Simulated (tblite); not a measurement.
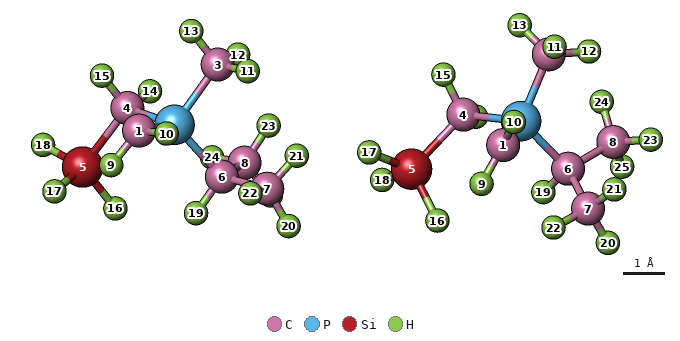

Two geometries of C6H17PSi, drawn at one scale. One is the start of a relaxation, the other its converged end. Style: ball-and-stick. Shown face on.

These are results of GFN2-xTB geometry optimisation, gas phase in tblite 0.8.0, not measurements. 

Which of the two is the end point?

Answer. The left one is the relaxed one. Over 163 geometry steps the energy falls by 116.1 kJ/mol. The largest move after the best rigid fit is that of an H atom, 1.96 Å. By element the largest moves are H 1.96 Å, C 0.94 Å, Si 0.73 Å, P 0.38 Å. Some distances before and after: C–P 1.815 → 1.907 Å, C–P 1.622 → 1.701 Å, C–Si 1.862 → 1.901 Å, C–P 1.791 → 1.827 Å. Among the angles between lasting bonds that change: C–P–C 108.4° → 128.4°, C–P–C 113.9° → 103.0°, P–C–H 121.7° → 111.7°. Groups turn about C–P by about 50°, C–P by about 45°, C–Si by about 35°. Cost: 1.5 s on 1 thread of Arm Neoverse V2, on a shared host.
